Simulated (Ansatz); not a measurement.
# [SiH3O4]− (SMILES [O-][Si](O)(O)O) at r2SCAN0/6-31G(d) (spherical functions)

Aim: the energy change on altering one bond length of [SiH3O4]− at r2SCAN0/6-31G* (spherical functions), from 2 runs. 

Program for the calculation: Ansatz 0.2.0.

13 further runs of the same task are left out: 10 that didn't finish, 3 set aside as unsound or not needed. Runs told in other sessions of the task aren't counted.

### Step 1. The structure to begin with

[SiH3O4]−: 8 atoms, total charge -1, spin state singlet. As SMILES, `[O-][Si](O)(O)O`. The shape is that of a PBE0-D4/def2-TZVPD optimisation. This is one conformer, not always the lowest.

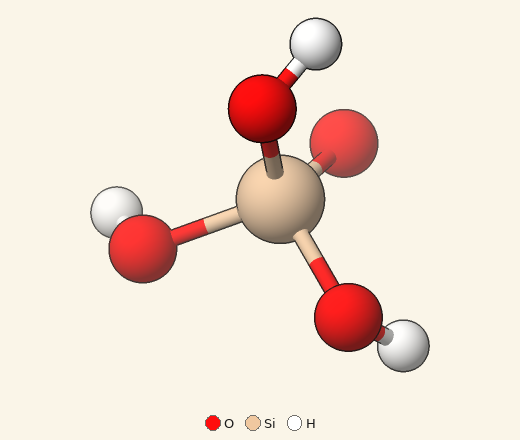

Viewed from a chosen angle; oxygen red, silicon light orange, hydrogen white.

### Step 2. A single-point energy at r2SCAN0/6-31G(d) (spherical functions)

input.yaml

```yaml
crystal:
  periodic: [false, false, false]
  atoms:
    - {symbol: O, position_ang: [-1.413500, 0.197800, 0.825000]}
    - {symbol: Si, position_ang: [-0.078000, 0.010900, 0.045600]}
    - {symbol: O, position_ang: [1.319300, 0.127500, 0.978800]}
    - {symbol: O, position_ang: [0.191900, 1.122100, -1.191000]}
    - {symbol: O, position_ang: [0.099000, -1.475100, -0.727300]}
    - {symbol: H, position_ang: [1.074100, 0.563800, 1.796600]}
    - {symbol: H, position_ang: [-0.653700, 1.525800, -1.393900]}
    - {symbol: H, position_ang: [-0.539100, -2.072800, -0.333900]}
basis:
  gaussian: {orbitals: 6-31G_st_-spherical.json}
total_charge: -1
hamiltonian: {xc: {name: r2SCAN0}}
accuracy: high
output: {orbitals: {seedname: orbitals}}
```

The basis set 6-31G* is read from a file made from the Basis Set Exchange's data (not shown).

Started as:

```
$ ansatz run input.yaml --threads 1 --pin off --max-ram 2610MiB --events-out events.jsonl --progress --plain --runs-dir runs
```

Log:

```text
Warning: RAYON_NUM_THREADS=1 ignored (pool sized by the plan → 1); use --threads N
Functional definition: r2SCAN0
  name "r2SCAN0"
  parameter a = 0.25
  parameter k0 = 0.174
  parameter k1 = 0.065
  parameter a1 = 4.9479
  exchange = (1 - a)*r2scan_x(k0 = k0, k1 = k1, a1 = a1) + a*exact_x
  correlation = r2scan_c
1756 factors; integrals over basis functions are off by at most 3.6e-9 eV
mean field evaluation 1: about -16107.0618 eV, gradient 5.8e1 eV
mean field evaluation 2: about -16100.8071 eV, gradient 8.2e1 eV
mean field evaluation 4: about -16112.8424 eV, gradient 2.1e0 eV
mean field evaluation 8: about -16113.1254 eV, gradient 2.4e-1 eV
mean field evaluation 16: about -16113.1256 eV, gradient 8.6e-6 eV
mean field -16113.12557800 eV, -592.1464431228 hartree, gradient 3.4e-8 eV, S^2 0.000000; 0 other end points of the search recorded, 0 dependent functions left out
reference -16113.12557864 eV, -592.1464431463 hartree; 25, 25 occupied and 55, 55 virtual orbitals, 1756 factors
Total energy: -16113.12557864 eV, -592.1464431463 hartree
```

Wall time 12 s (1 thread of Arm Neoverse V2, shared host); peak memory 0.32 GiB.

### Step 3. The distorted shape, same level

molecule.yaml

```yaml
crystal:
  periodic: [false, false, false]
  atoms:
    - {symbol: O, position_ang: [-1.623130, 0.180307, 0.684997]}
    - {symbol: Si, position_ang: [-0.287630, -0.006593, -0.094403]}
    - {symbol: O, position_ang: [1.319300, 0.127500, 0.978800]}
    - {symbol: O, position_ang: [-0.017730, 1.104607, -1.331003]}
    - {symbol: O, position_ang: [-0.110630, -1.492593, -0.867303]}
    - {symbol: H, position_ang: [1.074100, 0.563800, 1.796600]}
    - {symbol: H, position_ang: [-0.863330, 1.508307, -1.533903]}
    - {symbol: H, position_ang: [-0.748730, -2.090293, -0.473903]}
basis:
  gaussian:
    orbitals: 6-31G_st_-spherical.json
total_charge: -1
output:
  orbitals: {seedname: orbitals}
accuracy: high
hamiltonian:
  xc: {name: r2SCAN0}
```

The basis set 6-31G* is read from a file made from the Basis Set Exchange's data (not shown).

Started as:

```
$ ansatz run molecule.yaml --threads 1 --pin off --max-ram 2610MiB --events-out events.jsonl --progress --plain --runs-dir runs
```

Log:

```text
Warning: RAYON_NUM_THREADS=1 ignored (pool sized by the plan → 1); use --threads N
Functional definition: r2SCAN0
  name "r2SCAN0"
  parameter a = 0.25
  parameter k0 = 0.174
  parameter k1 = 0.065
  parameter a1 = 4.9479
  exchange = (1 - a)*r2scan_x(k0 = k0, k1 = k1, a1 = a1) + a*exact_x
  correlation = r2scan_c
1747 factors; integrals over basis functions are off by at most 3.4e-9 eV
mean field evaluation 1: about -16106.4400 eV, gradient 5.8e1 eV
mean field evaluation 2: about -16099.4656 eV, gradient 8.4e1 eV
mean field evaluation 4: about -16112.2950 eV, gradient 2.4e0 eV
mean field evaluation 8: about -16112.5730 eV, gradient 3.4e-1 eV
mean field evaluation 16: about -16112.5733 eV, gradient 6.4e-5 eV
mean field -16112.57325646 eV, -592.1261456804 hartree, gradient 2.3e-8 eV, S^2 0.000000; 0 other end points of the search recorded, 0 dependent functions left out
reference -16112.57325709 eV, -592.1261457037 hartree; 25, 25 occupied and 55, 55 virtual orbitals, 1747 factors
Total energy: -16112.57325709 eV, -592.1261457037 hartree
```

Run time: 12 s. Hardware: 1 thread of Arm Neoverse V2, shared host; peak memory 0.31 GiB.

### Step 4. Results

At r2SCAN0/6-31G* (spherical functions):

| quantity | value |
| --- | --- |
| first shape: total energy | -592.14644 Eh |
| first shape: HOMO energy | -1.32 eV |
| first shape: LUMO energy | 7.06 eV |
| first shape: HOMO–LUMO gap (to an unbound level, set by the basis) | 8.38 eV |
| distorted shape: total energy | -592.12615 Eh |
| distorted shape: HOMO energy | -1.64 eV |
| distorted shape: LUMO energy | 6.68 eV |
| distorted shape: HOMO–LUMO gap (to an unbound level, set by the basis) | 8.33 eV |
| energy change with the Si2–O3 bond stretched from 1.684 to 1.937 Å | 0.552 eV |

**Reading.** With the Si2–O3 bond stretched from 1.684 to 1.937 Å the energy rises by 0.55 eV (53.3 kJ/mol). The first shape isn't relaxed at this level, so the change isn't measured from a minimum.
